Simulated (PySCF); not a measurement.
System: C₄H₁₁ClSSi.

The calculation's input:

```
{"job": {"kind": "uv", "xc": "CAM-B3LYP", "basis": "def2-SVPD", "nstates": 8, "ntriplets": 3}, "charge": 0, "multiplicity": 1}
C     -3.083921     0.486503     0.331489
C     -2.477224    -0.853647    -0.028465
S     -0.964140    -1.223682     0.933257
Si     0.450788     0.163980     0.103732
Cl     0.166964     0.336950    -1.895490
C      2.181191    -0.512709     0.475509
C      3.287347     0.423873     0.003586
H     -4.035946     0.607345    -0.181930
H     -3.254377     0.548498     1.403597
H     -2.425205     1.300074     0.035544
H     -3.158750    -1.667746     0.213005
H     -2.218107    -0.906011    -1.084533
H      0.231735     1.488087     0.682108
H      2.310797    -1.487853     0.001091
H      2.280965    -0.678538     1.548285
H      4.267055     0.004764     0.223826
H      3.220898     0.587661    -1.069381
H      3.211171     1.388771     0.498835
```

Launched as:

```sh
OMP_NUM_THREADS=1 python probes_run.py task.json out
```

Geometry: GFN2-xTB.

Computed with PySCF, CAM-B3LYP/def2-SVPD, SCF density, gas phase.

Question: Predict the electron density and electron localisation function between the atoms.

Answer: C–C (1.52 Å): ρ at the midpoint is about 1.6 e/Å³; the ELF peaks at about 0.95 between the atoms: a covalent bond.
C–Si (1.89 Å): the density is about 0.97 e/Å³ at the midpoint; the ELF peaks at about 1 between the atoms; localised, covalent bonding.
Si–S (2.15 Å): the density is about 0.83 e/Å³ at the midpoint; the ELF peaks at about 0.95 between the atoms: a covalent bond.
C–H (1.09 Å): ρ at the midpoint is about 2 e/Å³; the ELF climbs to about 1 towards the hydrogen, as it does in any bond to H; an ordinary covalent bond to hydrogen.

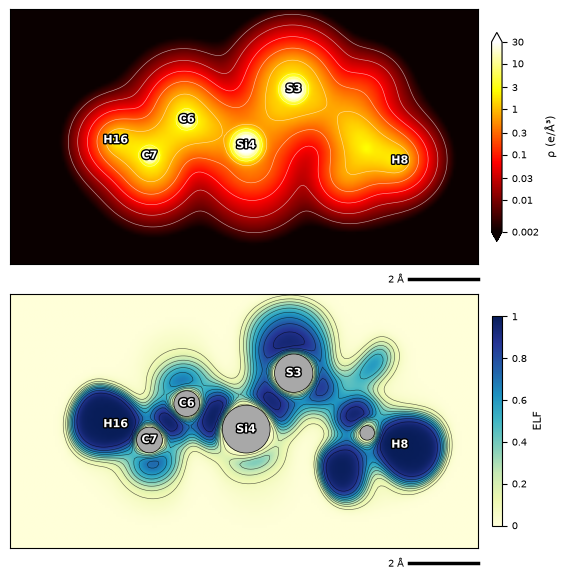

Computed electron density and electron localisation function on the plane of atoms S3, Si4 and C6, in this order. Grey discs cover the atomic cores in the ELF map. 
